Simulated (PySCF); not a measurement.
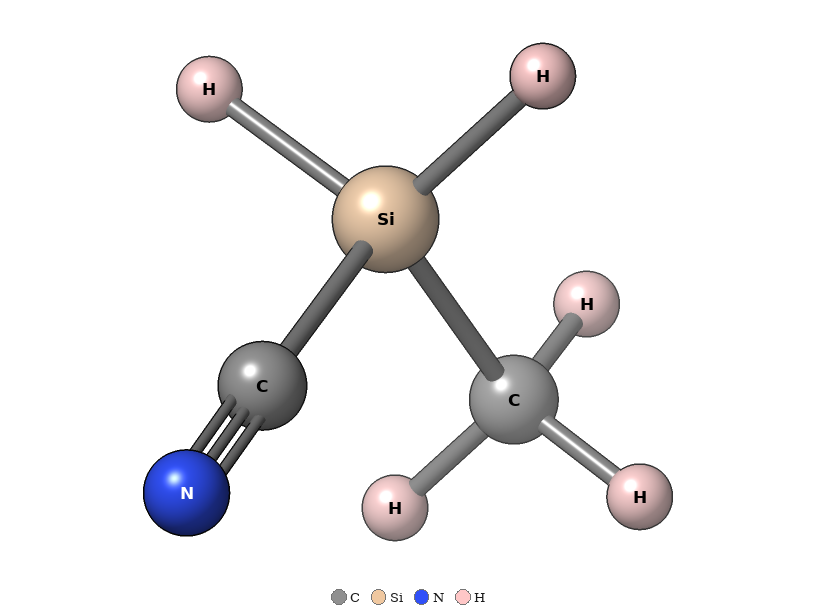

Orthographic view. Depth is shown by fading: the farther an atom, the more it takes the colour of the background. The computed structure is the end point of a PBE0-D3(BJ)/def2-SVP optimisation. No frequency run is at hand to confirm it as a minimum.

Question: Give the standard InChI.

Answer: InChI=1S/C2H5NSi/c1-4-2-3/h4H2,1H3
